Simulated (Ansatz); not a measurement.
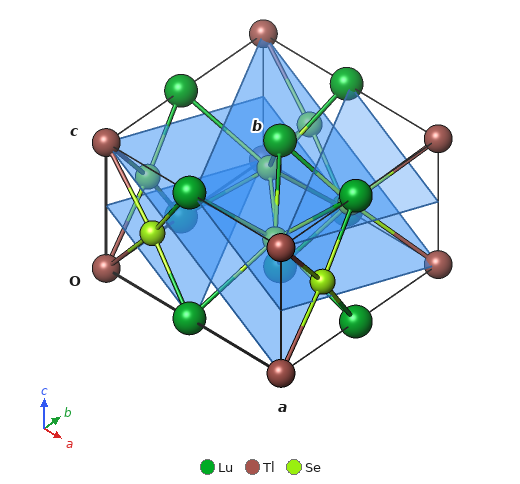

Every member of one family of equally spaced planes, hx + ky + lz = a whole number, that cuts the unit cell is shaded (one member passes through the origin O, touching the cell only at an edge or corner). Crystal: Lu₃TlSe₅, the end point of a relaxation with DFT PBE, scalar-relativistic, plane waves, PAW (Ansatz); the starting structure was generated, so it need not be a known form of this composition. Symmetry computed with spglib at a tolerance of 0.002 Å; standard conventional cell.

a = 9.028 Å, b = 9.028 Å, c = 3.684 Å, α = 90.00°, β = 90.00°, γ = 120.00°.

Question: Which (hkl) family is drawn?

Answer: (2 1 2), in four indices (2 1 −3 2); the opposite sign names the same planes. The member next to the origin meets the axes a at 1/2, b at 1, c at 1/2.

Question: What is the spacing?

Answer: d = 1.563 Å.

Question: Which atoms of the cell lie in these planes (within 0.03 Å)?

Answer: The Tl atom.

Question: The space group is P-62m, No. 189. How many reflections hkl are equivalent to this one (itself included), and does it occur?

Answer: 24 reflections are equivalent in the Laue class 6/mmm. The space group allows the reflection.
